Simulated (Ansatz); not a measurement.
# AlBH₂ (triplet): correlated methods under varied settings at distance Al2–H4 = 1.751 Å

Aim: run AlBH₂ (triplet) at one geometry under a spread of methods and options, and see what each costs and gives.

Method: the settings change from run to run; program: Ansatz 0.2.0, Gaussian basis.

29 further runs of the same task are left out: 2 for a mislabelled method, 21 that didn't finish, 6 set aside as unsound or not needed.

## 1. The system

The geometry derives from a PBE0/def2-TZVP stationary point (not a proven minimum). One bond is set to the value named and the two fragments are kept rigid.

4 atoms, charge 0, spin multiplicity 3.

Atoms are counted from 1 here; the program's logs count them from 0.

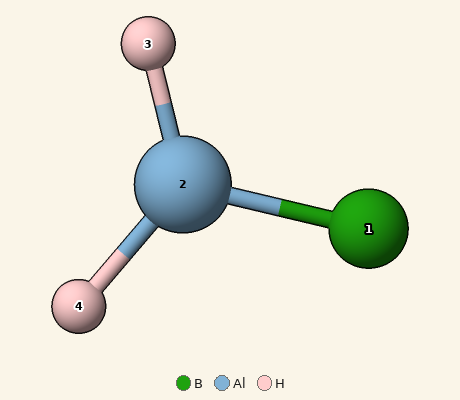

The geometry (boron green, aluminium light blue, hydrogen pink); atoms are numbered from 1 in the order of the file.

## 2. BCCD on ROHF/6-31G

File in.yaml:

```yaml
crystal:
  periodic: [false, false, false]
  atoms:
    - {symbol: B, position_ang: [0.000000, -0.003752, 1.553035]}
    - {symbol: Al, position_ang: [0.000000, -0.003752, -0.526293]}
    - {symbol: H, position_ang: [0.000000, -1.415079, -1.246800]}
    - {symbol: H, position_ang: [0.000000, 1.555774, -1.322458]}
basis:
  gaussian: {orbitals: 6-31G}
magnetization: {spin_polarized: false, initial_magnetization: 2}
correlation: {method: bccd, electrons: valence}
```

Command:

```bash
$ ansatz run in.yaml --threads 1 --pin off --events-out ev --progress --plain --max-ram 2393MiB
```

The program printed, shortened:

```text
Functional definition: HF
  name "HF"
  cite "Fock, Z. Phys. 61, 126 (1930) doi:10.1007/BF01340294"
  parent pbe
[...]
328 factors; integrals over basis functions are off by at most 1.5e-4 eV
[...]
mean field -7280.96694011 eV, -267.5705998324 hartree, gradient 1.9e-6 eV, S^2 2.000000; 7 other end points of the search recorded, 0 dependent functions left out
[...]
determinant -7280.96694011 eV, -267.5705998324 hartree, with singles and doubles -7283.30252901 eV, -267.6564311415 hartree
determinant -7280.48081816 eV, -267.5527351801 hartree, with singles and doubles -7282.65077950 eV, -267.6324797885 hartree
determinant -7278.93851621 eV, -267.4960566292 hartree, with singles and doubles -7281.60679733 eV, -267.5941141514 hartree
6 core orbitals not correlated: weight in the atoms' cores, before any rotation towards them, 1.000 or more for the frozen orbitals, at most 0.000 for the correlated occupied ones
reference -7280.96694011 eV, -267.5705998324 hartree; 5, 3 occupied and 15, 17 virtual orbitals, 328 factors
second order -1.56494250 eV of doubles, -0.00834714 eV of singles
cycle   1  -2.33849720 eV  change   -2.9e-3 eV  update   7.2e-3
[...]
cycle  10  -2.33614264 eV  change    8.6e-7 eV  update   8.8e-6
Total energy: -7283.30308275 eV, -267.6564514909 hartree
```

Wall time 0.84 s (1 thread of Arm Neoverse V1, shared host).

From the report: correlation -2.3361 eV; largest double amplitude 0.06.

## 3. BCCD/6-31G

in.yaml, as its differences from that of step 2:

```diff
@@ -10,2 +10,4 @@
 magnetization: {spin_polarized: false, initial_magnetization: 2}
-correlation: {method: bccd, electrons: valence}
+hamiltonian: {xc: {name: B3LYP}}
+correlation: {method: bccd, electrons: valence, diis_vectors: 4}
+scf: {lower_state_search: off}
```

The command is unchanged.

The program printed, shortened:

```text
Functional definition: B3LYP
  name "B3LYP"
  cite "Stephens, Devlin, Chabalowski & Frisch, J. Phys. Chem. 98, 11623 (1994) doi:10.1021/j100096a001"
  cite "Becke, Phys. Rev. A 38, 3098 (1988) doi:10.1103/PhysRevA.38.3098"
  cite "Lee, Yang & Parr, Phys. Rev. B 37, 785 (1988) doi:10.1103/PhysRevB.37.785"
  cite "Vosko, Wilk & Nusair, Can. J. Phys. 58, 1200 (1980) doi:10.1139/p80-159"
[...]
328 factors; integrals over basis functions are off by at most 1.5e-4 eV
[...]
mean field -7300.28666890 eV, -268.2805867700 hartree, gradient 7.3e-6 eV, S^2 2.000000; 0 other end points of the search recorded, 0 dependent functions left out
6 core orbitals not correlated: weight in the atoms' cores, before any rotation towards them, 1.000 or more for the frozen orbitals, at most 0.000 for the correlated occupied ones
reference -7280.59265592 eV, -267.5568451419 hartree; 5, 3 occupied and 15, 17 virtual orbitals, 328 factors
second order -1.80456494 eV of doubles, -0.19181664 eV of singles
cycle   1  -2.41018598 eV  change   -4.2e-1 eV  update   6.5e-2
[...]
cycle  12  -2.65305713 eV  change    1.3e-6 eV  update   9.8e-6
Total energy: -7283.24571304 eV, -267.6543431930 hartree
Checks for a lower state left out: stability, starts, cluster_reference, orbital_swaps, neighbouring_geometries, increment
```

Run time: 0.84 s. Hardware: 1 thread of Arm Neoverse V1, shared host.

From the report: correlation -2.6531 eV; largest double amplitude 0.05.

## 4. MP2 on ROHF/6-31G

in.yaml, as its differences from that of step 3:

```diff
@@ -10,4 +10,3 @@
 magnetization: {spin_polarized: false, initial_magnetization: 2}
-hamiltonian: {xc: {name: B3LYP}}
-correlation: {method: bccd, electrons: valence, diis_vectors: 4}
-scf: {lower_state_search: off}
+correlation: {method: mp2, electrons: all}
+scf: {lower_state_search: full}
```

The command is unchanged.

The program printed, shortened:

```text
Functional definition: HF
  name "HF"
  cite "Fock, Z. Phys. 61, 126 (1930) doi:10.1007/BF01340294"
  parent pbe
[...]
328 factors; integrals over basis functions are off by at most 1.5e-4 eV
[...]
mean field -7280.96694011 eV, -267.5705998324 hartree, gradient 1.9e-6 eV, S^2 2.000000; 11 other end points of the search recorded, 0 dependent functions left out
[...]
reference -7280.96694011 eV, -267.5705998324 hartree; 11, 9 occupied and 15, 17 virtual orbitals, 328 factors
second order -1.68855427 eV of doubles, -0.00855665 eV of singles
Total energy: -7282.66405103 eV, -267.6329675085 hartree
```

It took 0.48 s on 1 thread of Arm Neoverse V1, shared host.

## 5. CASSCF(2,5)/6-31G

in.yaml, as its differences from that of step 4:

```diff
@@ -10,3 +10,2 @@
 magnetization: {spin_polarized: false, initial_magnetization: 2}
-correlation: {method: mp2, electrons: all}
-scf: {lower_state_search: full}
+correlation: {active_space: {window: {electrons: 2, orbitals: 5}}}
```

Launched as before.

The program printed:

```text
Functional definition: HF
  name "HF"
  cite "Fock, Z. Phys. 61, 126 (1930) doi:10.1007/BF01340294"
  parent pbe
  exchange = exact_x
  correlation = 0
328 factors; integrals over basis functions are off by at most 1.5e-4 eV
mean field evaluation 1: about -7279.0111 eV, gradient 9.1e0 eV
mean field evaluation 2: about -7279.0457 eV, gradient 9.2e0 eV
mean field evaluation 4: about -7280.7516 eV, gradient 2.3e0 eV
mean field evaluation 8: about -7280.9667 eV, gradient 1.4e-1 eV
mean field evaluation 16: about -7279.6442 eV, gradient 6.1e0 eV
mean field evaluation 32: about -7280.9274 eV, gradient 1.1e0 eV
mean field -7280.96694011 eV, -267.5705998324 hartree, gradient 1.9e-6 eV, S^2 2.000000; 6 other end points of the search recorded, 0 dependent functions left out
reference -7280.96694011 eV, -267.5705998324 hartree; 11, 9 occupied and 15, 17 virtual orbitals, 328 factors
state -7281.06325390 eV, -267.5741392991 hartree
Total energy: -7281.06325390 eV, -267.5741392991 hartree
```

It took 0.57 s on 1 thread of Arm Neoverse V1, shared host.

From the report: 25 determinants; active occupations 1.00, 1.00, 0.00, 0.00, 0.00.

## 6. CASSCF(2,8)/6-31G

in.yaml, as its differences from that of step 5:

```diff
@@ -10,2 +10,3 @@
 magnetization: {spin_polarized: false, initial_magnetization: 2}
-correlation: {active_space: {window: {electrons: 2, orbitals: 5}}}
+hamiltonian: {pseudopotentials: {relativity: scalar}}
+correlation: {active_space: {window: {electrons: 2, orbitals: 8}, states: [{multiplicity: 3, weights: [0.5, 1, 0.5, 1]}]}}
```

Launched as before.

The program printed:

```text
Functional definition: HF
  name "HF"
  cite "Fock, Z. Phys. 61, 126 (1930) doi:10.1007/BF01340294"
  parent pbe
  exchange = exact_x
  correlation = 0
573 factors; integrals over basis functions are off by at most 1.6e-7 eV
mean field evaluation 1: about -7290.0035 eV, gradient 9.2e0 eV
mean field evaluation 2: about -7290.0090 eV, gradient 9.2e0 eV
mean field evaluation 4: about -7291.7126 eV, gradient 2.3e0 eV
mean field evaluation 8: about -7291.9252 eV, gradient 1.3e-1 eV
mean field evaluation 16: about -7291.4397 eV, gradient 2.1e-2 eV
mean field evaluation 32: about -7291.9253 eV, gradient 1.1e-1 eV
mean field -7291.92546600 eV, -267.9733182309 hartree, gradient 4.5e-6 eV, S^2 2.000000; 6 other end points of the search recorded, 0 dependent functions left out
reference -7291.92546600 eV, -267.9733182309 hartree; 11, 9 occupied and 15, 17 virtual orbitals, 573 factors
state -7291.94869577 eV, -267.9741719093 hartree
state -7291.34428496 eV, -267.9519602214 hartree
state -7289.83086950 eV, -267.8963432291 hartree
state -7287.69216357 eV, -267.8177472360 hartree
Total energy: -7289.97541039 eV, -267.9016550089 hartree
Relativity: scalar
```

Run time: 1.7 s. Hardware: 1 thread of Arm Neoverse V1, shared host.

From the report: 64 determinants; active occupations (of the averaged states) 0.82, 0.50, 0.34, 0.33, 0.01, 0.00, 0.00, 0.00.

## 7. CASCI(6,6)/6-31G

in.yaml, as its differences from that of step 6:

```diff
@@ -10,3 +10,2 @@
 magnetization: {spin_polarized: false, initial_magnetization: 2}
-hamiltonian: {pseudopotentials: {relativity: scalar}}
-correlation: {active_space: {window: {electrons: 2, orbitals: 8}, states: [{multiplicity: 3, weights: [0.5, 1, 0.5, 1]}]}}
+correlation: {active_space: {window: {electrons: 6, orbitals: 6}, fixed_orbitals: true}}
```

Launched as before.

The program printed:

```text
Functional definition: HF
  name "HF"
  cite "Fock, Z. Phys. 61, 126 (1930) doi:10.1007/BF01340294"
  parent pbe
  exchange = exact_x
  correlation = 0
328 factors; integrals over basis functions are off by at most 1.5e-4 eV
mean field evaluation 1: about -7279.0111 eV, gradient 9.1e0 eV
mean field evaluation 2: about -7279.0457 eV, gradient 9.2e0 eV
mean field evaluation 4: about -7280.7516 eV, gradient 2.3e0 eV
mean field evaluation 8: about -7280.9667 eV, gradient 1.4e-1 eV
mean field evaluation 16: about -7279.6442 eV, gradient 6.1e0 eV
mean field evaluation 32: about -7280.9274 eV, gradient 1.1e0 eV
mean field -7280.96694011 eV, -267.5705998324 hartree, gradient 1.9e-6 eV, S^2 2.000000; 6 other end points of the search recorded, 0 dependent functions left out
reference -7280.96694011 eV, -267.5705998324 hartree; 11, 9 occupied and 15, 17 virtual orbitals, 328 factors
state -7281.08487012 eV, -267.5749336804 hartree
Total energy: -7281.08487012 eV, -267.5749336804 hartree
```

It took 0.24 s on 1 thread of Arm Neoverse V1, shared host.

From the report: 192 determinants; active occupations 2.00, 1.99, 1.00, 1.00, 0.01, 0.01.

## 8. CCSDT on UHF/6-31G

in.yaml, as its differences from that of step 7:

```diff
@@ -9,3 +9,3 @@
   gaussian: {orbitals: 6-31G}
-magnetization: {spin_polarized: false, initial_magnetization: 2}
-correlation: {active_space: {window: {electrons: 6, orbitals: 6}, fixed_orbitals: true}}
+magnetization: {spin_polarized: true, initial_magnetization: 2}
+correlation: {method: ccsdt, electrons: outside_noble_gas}
```

Same command.

The program printed, shortened:

```text
Functional definition: HF
  name "HF"
  cite "Fock, Z. Phys. 61, 126 (1930) doi:10.1007/BF01340294"
  parent pbe
[...]
573 factors; integrals over basis functions are off by at most 1.6e-7 eV
[...]
mean field -7280.97965433 eV, -267.5710670713 hartree, gradient 4.4e-6 eV, S^2 2.001511; 7 other end points of the search recorded, 0 dependent functions left out
determinant -7280.97965433 eV, -267.5710670713 hartree, with singles and doubles -7283.30362703 eV, -267.6564714929 hartree
determinant -7280.49731447 eV, -267.5533414085 hartree, with singles and doubles -7282.65190165 eV, -267.6325210269 hartree
determinant -7279.27410522 eV, -267.5083892977 hartree, with singles and doubles -7281.59047775 eV, -267.5935144179 hartree
6 core orbitals not correlated: weight in the atoms' cores, before any rotation towards them, 1.000 or more for the frozen orbitals, at most 0.000 for the correlated occupied ones
reference -7280.97965433 eV, -267.5710670713 hartree; 5, 3 occupied and 15, 17 virtual orbitals, 573 factors
second order -1.56445307 eV of doubles, -0.00000000 eV of singles
cycle   1  -2.00333060 eV  change   -4.4e-1 eV  update   7.2e-2
[...]
cycle  20  -2.40701023 eV  change   -1.1e-7 eV  update   7.8e-7
Total energy: -7283.38666456 eV, -267.6595230656 hartree
```

Wall time 1.8 s (1 thread of Arm Neoverse V1, shared host).

From the report: ⟨S²⟩ of the determinant 2.002 (pure triplet: 2.00); correlation -2.4070 eV; T1 0.035; largest double amplitude 0.07.

## 9. All runs side by side

Where basis and cores are those of an earlier FCI/6-31G run (-7283.3907 eV), and the state is the same kind, the miss against it is given.

| level | correlated | functions | energy (eV) | from FCI (meV) | time |
| --- | --- | --- | --- | --- | --- |
| BCCD on ROHF/6-31G | valence | 26 | -7283.3031 | 87.6 | 0.84 s |
| BCCD/6-31G (on B3LYP orbitals) | valence | 26 | -7283.2457 | 145.0 | 0.84 s |
| MP2 on ROHF/6-31G | all | 26 | -7282.6641 |  | 0.48 s |
| CASSCF(2,5)/6-31G |  | 26 | -7281.0633 | 2327.4 | 0.57 s |
| CASSCF(2,8)/6-31G (mean of several states, relativity set) |  | 26 | -7289.9754 |  | 1.7 s |
| CASCI(6,6)/6-31G |  | 26 | -7281.0849 | 2305.8 | 0.24 s |
| CCSDT on UHF/6-31G | outside noble gas | 26 | -7283.3867 | 4.0 | 1.8 s |

## 10. Results

```
quantity                      value
    runs                          7
quickest   CASCI(6,6)/6-31G, 0.24 s
 slowest  CCSDT on UHF/6-31G, 1.8 s
```

Total energies in different bases, with other cores or another treatment of relativity can't be set against each other. CCSDT on UHF/6-31G took 7 times as long as CASCI(6,6)/6-31G; the jobs differ in more than the method. Among the correlated runs with a miss given, it spans +4 to +145 meV. Hartree-Fock, CASSCF and CASCI lack dynamic correlation by design. Cores frozen from Kohn-Sham orbitals shift the total energy.
